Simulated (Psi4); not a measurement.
InCl: geometry relaxation (part 1 of 3)

- system: InCl
- method: MN15/def2-TZVPD, RKS, core potentials def2 (Psi4 1.11)

The geometry comes from this level: PBE0-D4/def2-TZVP.

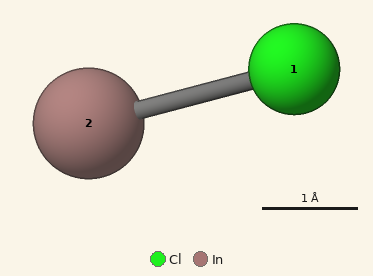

Fig. 1: The input geometry (ball-and-stick view, seen at a tilt; atoms are numbered from 1 in the order of the input). Sticks mark near contacts. Bond lengths as drawn: Cl–In 2.41 Å.

The input (job.dat)
```
memory 1600 mb

molecule {
  0 1
  Cl     0.000000     0.000000    -0.013930
  In     0.000000     0.000000     2.399590
  symmetry c1
}

set globals {
  puream               true
  scf_type             pk
  dft_radial_points    50
  dft_spherical_points 194
  g_convergence        gau_tight
  geom_maxiter         50
}

E, wfn = optimize('mn15/def2-TZVPD', return_wfn=True)
print_variables()
```

Command:
```bash
psi4 -i job.dat -o job.out -n 1
```

Output
```
Psi4 1.11 release

gradient() will perform analytic gradient computation.

   => Loading Basis Set <=

    Name: DEF2-TZVPD
    Role: ORBITAL
    Keyword: BASIS

    !!!  WARNING: ECP capability is in beta. Please check occupations closely.  !!!

         ---------------------------------------------------------
                                   SCF
                              RKS Reference
                        1 Threads,   1525 MiB Core
         ---------------------------------------------------------

  ==> Geometry <==

    Molecular point group: c1
    Full point group: C_inf_v

    Geometry (in Angstrom), charge = 0, multiplicity = 1:

       Center              X                  Y                   Z               Mass
    ------------   -----------------  -----------------  -----------------  -----------------
         CL           0.000000000000     0.000000000000    -1.850388705174    34.968852682000
         IN           0.000000000000     0.000000000000     0.563131294826   114.903878776000

  Running in c1 symmetry.

  Rotational constants: A = ************  B =      0.10794  C =      0.10794 [cm^-1]
  Rotational constants: A = ************  B =   3236.10009  C =   3236.10009 [MHz]
  Nuclear repulsion =   78.274165620831809

  Charge       = 0
  Multiplicity = 1
  Electrons    = 38
  Nalpha       = 19
  Nbeta        = 19

  ==> Algorithm <==

  SCF Algorithm Type is PK.
  DIIS enabled.
  MOM disabled.
  Fractional occupation disabled.
  Guess Type is SAD.
  Energy threshold   = 1.00e-08
  Density threshold  = 1.00e-08
  Integral threshold = 1.00e-12

  ==> Primary Basis <==

  Basis Set: DEF2-TZVPD
    Blend: DEF2-TZVPD
    Number of shells: 34
    Number of basis functions: 102
    Number of Cartesian functions: 118
    Spherical Harmonics?: true
    Max angular momentum: 3

  Core potential: DEF2-TZVPD
    Number of shells: 4
    Number of ECP primitives: 18
    Number of ECP core electrons: 28
    Max angular momentum: 3

  ==> DFT Potential <==

   => LibXC <=

    Version 7.1.2

   => Composite Functional: MN15 <=

   MN15 Hybrid Meta-GGA Exchange-Correlation Functional

    Deriv               =              1
    GGA                 =           TRUE
    Meta                =           TRUE

    Exchange Hybrid     =           TRUE
    MP2 Hybrid          =          FALSE

   => Exchange Functionals <=

    1.0000   XC_HYB_MGGA_X_MN15

   => Exact (HF) Exchange <=

    0.4400               HF

   => Correlation Functionals <=

    1.0000   XC_MGGA_C_MN15

   => LibXC Density Thresholds  <==

    XC_MGGA_C_MN15:  1.00E-15
    XC_HYB_MGGA_X_MN15:  1.00E-15

   => Molecular Quadrature <=

    Radial Scheme          =       TREUTLER
    Pruning Scheme         =           NONE
    Nuclear Scheme         =       TREUTLER

    Blocking Scheme        =         OCTREE
    BS radius alpha        =              1
    Pruning alpha          =              1
    Radial Points          =             50
    Spherical Points       =            194
    Total Points           =          19024
    Total Blocks           =            214
    Max Points             =            255
    Max Functions          =             97
    Weights Tolerance      =       1.00E-15

  ==> Integral Setup <==

  Using in-core PK algorithm.
   Calculation information:
      Number of atoms:                   2
      Number of AO shells:              34
      Number of primitives:             61
      Number of atomic orbitals:       118
      Number of basis functions:       102

      Integral cutoff                 1.00e-12
      Number of threads:                 1

  Performing in-core PK
  Using 27599262 doubles for integral storage.
  We computed 166498 shell quartets total.
  Whereas there are 177310 unique shell quartets.

  ==> DiskJK: Disk-Based J/K Matrices <==

    J tasked:                  Yes
    K tasked:                  Yes
    wK tasked:                  No
    Memory [MiB]:             1023
    Schwarz Cutoff:          1E-12

  Cached 100.0% of DFT collocation blocks in 0.119 [GiB].

  Minimum eigenvalue in the overlap matrix is 1.8218872220E-03.
  Reciprocal condition number of the overlap matrix is 3.9349592402E-04.
    Using symmetric orthogonalization.

  ==> Pre-Iterations <==

  SCF Guess: Superposition of Atomic Densities via on-the-fly atomic UHF (no occupation information).

   -------------------------
    Irrep   Nso     Nmo
   -------------------------
     A        102     102
   -------------------------
    Total     102     102
   -------------------------

  ==> Iterations <==

                        Total Energy        Delta E     RMS |[F,P]|

   @RKS iter SAD:  -648.92851884033928   -6.48929e+02   0.00000e+00
   @RKS iter   1:  -649.78909253276629   -8.60574e-01   6.13221e-03 DIIS/ADIIS
   @RKS iter   2:  -649.81379224574903   -2.46997e-02   5.99608e-03 DIIS/ADIIS
   @RKS iter   3:  -649.92827282050052   -1.14481e-01   4.14314e-04 DIIS/ADIIS
   @RKS iter   4:  -649.92907699367731   -8.04173e-04   2.15592e-04 DIIS/ADIIS
   @RKS iter   5:  -649.92927994166530   -2.02948e-04   5.20278e-05 DIIS
   @RKS iter   6:  -649.92929101388643   -1.10722e-05   1.15477e-05 DIIS
   @RKS iter   7:  -649.92929194596934   -9.32083e-07   3.97714e-06 DIIS
   @RKS iter   8:  -649.92929205136511   -1.05396e-07   9.59396e-07 DIIS
   @RKS iter   9:  -649.92929205775670   -6.39159e-09   2.43438e-07 DIIS
   @RKS iter  10:  -649.92929205820428   -4.47585e-10   2.07354e-08 DIIS
   @RKS iter  11:  -649.92929205820997   -5.68434e-12   2.53759e-09 DIIS
  Energy and wave function converged.

  ==> Post-Iterations <==

   Electrons on quadrature grid:
      Ntotal   =   37.9999987497 ; deviation = -1.250e-06

    Orbital Energies [Eh]
    ---------------------

    Doubly Occupied:

       1A   -100.291944     2A     -9.115228     3A     -7.129302
       4A     -7.126691     5A     -7.126691     6A     -4.545715
       7A     -3.024981     8A     -3.024981     9A     -3.017761
      10A     -0.832075    11A     -0.818807    12A     -0.818805
      13A     -0.813566    14A     -0.813566    15A     -0.774560
      16A     -0.425527    17A     -0.333767    18A     -0.333767
      19A     -0.296010

    Virtual:

      20A     -0.055291    21A     -0.055291    22A      0.014412
      23A      0.045904    24A      0.089688    25A      0.089688
      26A      0.095908    27A      0.100049    28A      0.100049
      29A      0.114038    30A      0.114038    31A      0.125440
      32A      0.150361    33A      0.158738    34A      0.158738
      35A      0.232739    36A      0.234673    37A      0.234675
      38A      0.255222    39A      0.255222    40A      0.280110
      41A      0.280117    42A      0.281363    43A      0.343604
      44A      0.358590    45A      0.358590    46A      0.363622
      47A      0.535455    48A      0.535455    49A      0.558064
      50A      0.586232    51A      0.586232    52A      0.669453
      53A      0.669453    54A      0.680137    55A      0.680411
      56A      0.711080    57A      0.720991    58A      0.720991
      59A      0.746486    60A      0.746506    61A      0.815852
      62A      0.915960    63A      0.915960    64A      0.968223
      65A      1.049055    66A      1.049065    67A      1.062619
      68A      1.062619    69A      1.065512    70A      1.321578
      71A      1.949060    72A      1.949278    73A      2.011238
      74A      2.011238    75A      2.035407    76A      2.068184
      77A      2.068380    78A      2.108864    79A      2.108864
      80A      2.124507    81A      2.124507    82A      2.143457
      83A      2.143457    84A      2.216776    85A      2.216976
      86A      2.242552    87A      2.320248    88A      2.320248
      89A      2.375889    90A      2.375889    91A      2.402189
      92A      2.547698    93A      2.904956    94A     10.393559
      95A     10.393559    96A     10.610781    97A     24.686419
      98A     37.026520    99A     38.371927   100A     38.371927
     101A     38.541598   102A    124.908762

    Final Occupation by Irrep:
              A
    DOCC [    19 ]
    NA   [    19 ]
    NB   [    19 ]

  @RKS Final Energy:  -649.92929205820997

   => Energetics <=

    Nuclear Repulsion Energy =             78.2741656208318091
    One-Electron Energy =               -1127.0912431463643770
    Two-Electron Energy =                 424.2935223158180520
    DFT Exchange-Correlation Energy =     -25.4057368484955362
    Empirical Dispersion Energy =           0.0000000000000000
    VV10 Nonlocal Energy =                  0.0000000000000000
    Total Energy =                       -649.9292920582099669

Computation Completed

Properties will be evaluated at   0.000000,   0.000000,   0.000000 [a0]

Properties computed using the SCF density matrix

 Multipole Moments:

 ------------------------------------------------------------------------------------
     Multipole            Electronic (a.u.)      Nuclear  (a.u.)        Total (a.u.)
 ------------------------------------------------------------------------------------

 L = 1.  Multiply by 2.5417464519 to convert [e a0] to [Debye]
 Dipole X            :         -0.0000000            0.0000000           -0.0000000
 Dipole Y            :         -0.0000000            0.0000000           -0.0000000
 Dipole Z            :         38.5334239          -37.0969316            1.4364923
 Magnitude           :                                                    1.4364923

 ------------------------------------------------------------------------------------

	total time  =          6 seconds =       0.10 minutes

         ------------------------------------------------------------
                                   SCF GRAD
         ------------------------------------------------------------

  ==> Geometry <==

    Molecular point group: c1
    Full point group: C_inf_v

    Geometry (in Angstrom), charge = 0, multiplicity = 1:

       Center              X                  Y                   Z               Mass
    ------------   -----------------  -----------------  -----------------  -----------------
         CL           0.000000000000     0.000000000000    -1.850388705174    34.968852682000
         IN           0.000000000000     0.000000000000     0.563131294826   114.903878776000

  Nuclear repulsion =   78.274165620831809

  ==> Basis Set <==

  Basis Set: DEF2-TZVPD
    Blend: DEF2-TZVPD
    Number of shells: 34
    Number of basis functions: 102
    Number of Cartesian functions: 118
    Spherical Harmonics?: true
    Max angular momentum: 3

  Core potential: DEF2-TZVPD
    Number of shells: 4
    Number of ECP primitives: 18
    Number of ECP core electrons: 28
    Max angular momentum: 3

  ==> DirectJKGrad: Integral-Direct SCF Gradients <==

    Gradient:                    1
    J tasked:                  Yes
    K tasked:                  Yes
    wK tasked:                  No
    Integrals threads:           1
    Schwarz Cutoff:          1E-12

   => Molecular Quadrature <=

    Radial Scheme          =       TREUTLER
    Pruning Scheme         =           NONE
    Nuclear Scheme         =       TREUTLER

    Blocking Scheme        =         OCTREE
    BS radius alpha        =              1
    Pruning alpha          =              1
    Radial Points          =             50
    Spherical Points       =            194
    Total Points           =          19024
    Total Blocks           =            214
    Max Points             =            255
    Max Functions          =             97
    Weights Tolerance      =       1.00E-15

  -Total Gradient:
     Atom            X                  Y                   Z
    ------   -----------------  -----------------  -----------------
       1        0.000000000209     0.000000000166    -0.000751667068
       2       -0.000000000216    -0.000000000182     0.001520419701

	total time  =          9 seconds =       0.15 minutes

    			-----------------------------------------

    			 OPTKING 3.0: for geometry optimizations

    			        with contributions from

    			-----------------------------------------

	                            ===> Fragment 1 <==

	 Z (Atomic Numbers)          Masses                          Geom
	      17.000000            34.968853          0.00000000  0.00000000 -3.49672788
	      49.000000            114.903879         0.00000000  0.00000000  1.06416392

	 - Coordinate -           - BOHR/RAD -       - ANG/DEG -
	 R(1,2)           =         4.560892           2.413520

	        --- Internal Coordinate Step in ANG or DEG, aJ/ANG or AJ/DEG ---
	-------------------------------------------------------------------------------
	           Coordinate      Previous         Force          Change          New
	           ----------      --------        ------          ------        ------
	               R(1,2)       2.41352       -0.00936       -0.00537       2.40815
	-------------------------------------------------------------------------------

	                                 ==> Convergence Check <==

	Measures of convergence in internal coordinates in au.

	Criteria marked as inactive (o), active & met (*), and active & unmet ( ).

	----------------------------------------------------------------------------------------------~
	   Step    Total Energy     Delta E     Max Force     RMS Force      Max Disp      RMS Disp   ~
	----------------------------------------------------------------------------------------------~
	  Convergence Criteria              o    1.50e-05 *    1.00e-05 *    6.00e-05 *    4.00e-05 *~
	----------------------------------------------------------------------------------------------~
	     1    -649.92929206   -6.50e+02 o    1.14e-03      1.14e-03      1.01e-02      1.01e-02    ~
	----------------------------------------------------------------------------------------------

Next Geometry in Ang
	Fragment 1 (Ang)

	   Cl   0.0000000000   0.0000000000  -1.8477034688
	   In   0.0000000000   0.0000000000   0.5604460585

    Structure for next step:
    Molecular point group: c1
    Full point group: C_inf_v

    Geometry (in Angstrom), charge = 0, multiplicity = 1:

    CL           0.000000000000     0.000000000000    -1.846271290798
    IN           0.000000000000     0.000000000000     0.561878236546

gradient() will perform analytic gradient computation.

  ==> Geometry <==

    Molecular point group: c1
    Full point group: C_inf_v

    Geometry (in Angstrom), charge = 0, multiplicity = 1:

       Center              X                  Y                   Z               Mass
    ------------   -----------------  -----------------  -----------------  -----------------
         CL           0.000000000000     0.000000000000    -1.846271290798    34.968852682000
         IN           0.000000000000     0.000000000000     0.561878236546   114.903878776000

  Running in c1 symmetry.

  Rotational constants: A = ************  B =      0.10843  C =      0.10843 [cm^-1]
  Rotational constants: A = ************  B =   3250.54999  C =   3250.54999 [MHz]
  Nuclear repulsion =   78.448726735651391

  Charge       = 0
  Multiplicity = 1
  Electrons    = 38
  Nalpha       = 19
  Nbeta        = 19

  ==> Algorithm <==

  SCF Algorithm Type is PK.
  DIIS enabled.
  MOM disabled.
  Fractional occupation disabled.
  Guess Type is READ.
  Energy threshold   = 1.00e-08
  Density threshold  = 1.00e-08
  Integral threshold = 1.00e-12

   => Loading Basis Set <=

    Name: DEF2-TZVPD
    Role: ORBITAL
    Keyword: BASIS

    !!!  WARNING: ECP capability is in beta. Please check occupations closely.  !!!

  Reading orbitals from file scr/job.default.9494.180.npy, no projection.

  ==> Integral Setup <==

  Using in-core PK algorithm.
   Calculation information:
      Number of atoms:                   2
      Number of AO shells:              34
      Number of primitives:             61
      Number of atomic orbitals:       118
      Number of basis functions:       102

      Integral cutoff                 1.00e-12
      Number of threads:                 1

  Performing in-core PK
  Using 27599262 doubles for integral storage.
  We computed 166503 shell quartets total.
  Whereas there are 177310 unique shell quartets.

  ==> DiskJK: Disk-Based J/K Matrices <==

    J tasked:                  Yes
    K tasked:                  Yes
    wK tasked:                  No
    Memory [MiB]:             1023
    Schwarz Cutoff:          1E-12

  Cached 100.0% of DFT collocation blocks in 0.119 [GiB].

  Minimum eigenvalue in the overlap matrix is 1.8088515374E-03.
  Reciprocal condition number of the overlap matrix is 3.9041415169E-04.
    Using symmetric orthogonalization.

  ==> Pre-Iterations <==

  SCF Guess: Orbitals guess was supplied from a previous computation.

   -------------------------------------------------------
    Irrep   Nso     Nmo     Nalpha   Nbeta   Ndocc  Nsocc
   -------------------------------------------------------
     A        102     102      19      19      19       0
   -------------------------------------------------------
    Total     102     102      19      19      19       0
   -------------------------------------------------------

  ==> Iterations <==

                        Total Energy        Delta E     RMS |[F,P]|
```
